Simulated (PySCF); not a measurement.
## Electronic structure of CH₉BN₂Si (SMILES CBN[SiH2]N) in real space

The calculation's input:

```
{"job": {"kind": "uv", "xc": "CAM-B3LYP", "basis": "def2-SVPD", "nstates": 8, "ntriplets": 3}, "charge": 0, "multiplicity": 1}
C     -2.239087     0.075144    -0.317686
B     -1.287857    -0.151202     0.924465
N      0.100576    -0.155682     0.784773
Si     1.112482     0.044509    -0.618914
N      2.702352    -0.109112     0.035536
H     -2.879042    -0.793534    -0.468055
H     -2.908898     0.917422    -0.150024
H     -1.702842     0.253233    -1.245686
H     -1.746836    -0.325389     1.995372
H      0.629061    -0.347522     1.624022
H      0.977286    -1.061116    -1.568625
H      0.807069     1.339564    -1.247654
H      3.470050    -0.163275    -0.612472
H      2.965007     0.476486     0.812914
```

Command:

```sh
OMP_NUM_THREADS=1 python probes_run.py task.json out
```

Geometry: GFN2-xTB.

Computed with PySCF 2.14.0, CAM-B3LYP/def2-SVPD, SCF density, gas phase.

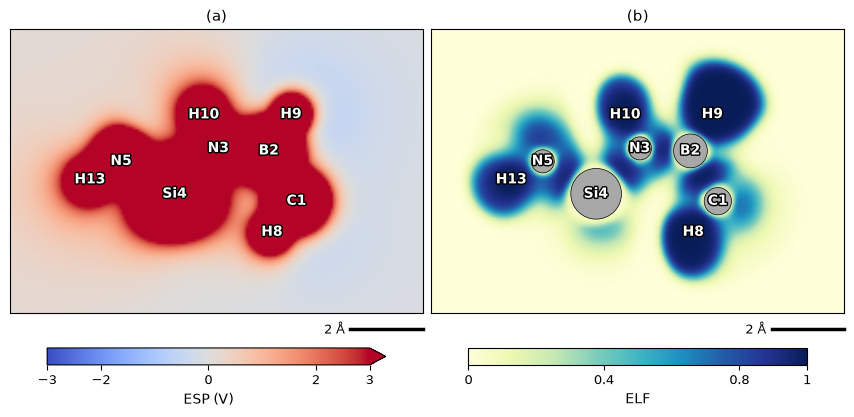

Figure 1. (a) electrostatic potential; (b) electron localisation function on the plane of atoms C1, B2 and H9. Grey discs cover the atomic cores in the ELF map.

**What does the map show?**

The section cuts through C, B, N, Si and H sites. B–N (1.40 Å): the ELF peaks at about 0.95 between the atoms, as expected for a short, strongly polar bond. C–B (1.58 Å): the ELF peaks at about 1 between the atoms (a covalent bond). Si–N (1.73 Å): the ELF peaks at about 0.90 between the atoms (a shared but strongly polarised pair). N–H (1.01 Å): the ELF climbs to about 1 towards the hydrogen, as it does in any bond to H: a covalent bond by its length. C–H (1.09 Å): the ELF climbs to about 1 towards the hydrogen: an ordinary covalent bond to hydrogen. Outside the dense part of the molecule the potential is most negative (−0.5 V) near H9.

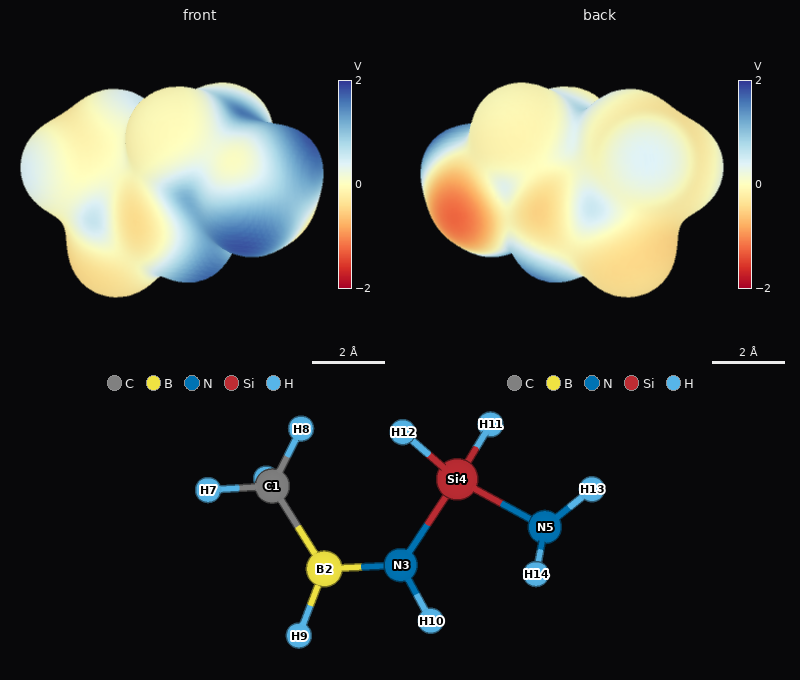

Figure 2. The molecular electrostatic potential painted on the density surface at 0.002 e/bohr³, seen from the front and from behind; red is negative and blue positive. The bare structure is drawn below in the same view.

**Where is the surface potential most negative and most positive?**

The most negative region (about −1.2 V) lies over N5, the most positive (about +1.8 V) over H13 and H14. N5 is the likeliest acceptor of a hydrogen bond.
